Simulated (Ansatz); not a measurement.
Energy landscape of Ca

12 relaxations of Ca ended in 6 distinct structures. Level of theory: PBEsol (plane waves to 420 eV, PAW, scalar-relativistic; Ansatz, a first-principles code).

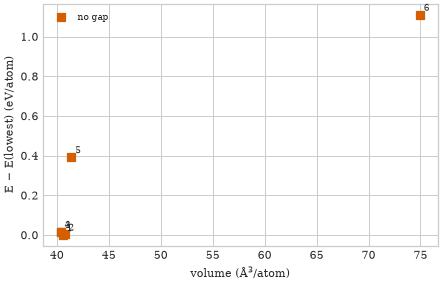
Energy against volume of the distinct structures, numbered as in the table

```csv
#,space group,Pearson,type,E − E(lowest) (eV/atom),V (Å³/atom),coordination,runs ending here
1,Fm-3m,cF4,fcc (Cu type),0.00,40.58,Ca 12 (cuboctahedral),4
2,P6₃/mmc,hP2,hcp (Mg type),0.00,40.76,Ca 12 (anticuboctahedral),2
3,I4/mmm,tI2,–,0.02,40.41,–,1
4,Im-3m,cI2,bcc (W type),0.02,40.38,Ca 8 (cubic)+6,3
5,Pm-3m,cP1,simple cubic type,0.39,41.41,Ca 6 (octahedral),1
6,Fd-3m,cF8,diamond type,1.11,74.96,Ca 4 (tetrahedral),1
```

Coordination numbers (neighbours up to the widest gap in distance over summed covalent radii, below 1.35; n+m marks a second, longer set). All are gapless at this level. Fm-3m, cF4, fcc (Cu type) is the lowest among the structures calculated here, level within the accuracy with P6₃/mmc, hP2, hcp (Mg type).

Space group Fm-3m (No. 225); a = 5.4552 Å, b = 5.4552 Å, c = 5.4552 Å, α = 90.00°, β = 90.00°, γ = 90.00°

```tsv
atom	site	symmetry	x	y	z
Ca	4a	m-3m	0.0000	0.0000	0.0000
```
(The calculation used a cell of 1 atom; values per cell refer to that cell.)

Each run could gain symmetry but not lose that of its start, so entries can be saddle points. From databases, or of a type measured for this composition: Fm-3m, cF4, fcc (Cu type); P6₃/mmc, hP2, hcp (Mg type); I4/mmm, tI2; Im-3m, cI2, bcc (W type); Pm-3m, cP1, simple cubic type; the others are generated cells (placed on structure types, drawn at random, substituted or restacked) that were not matched to a known phase here. Static energies at zero pressure. No spin polarisation in the result.
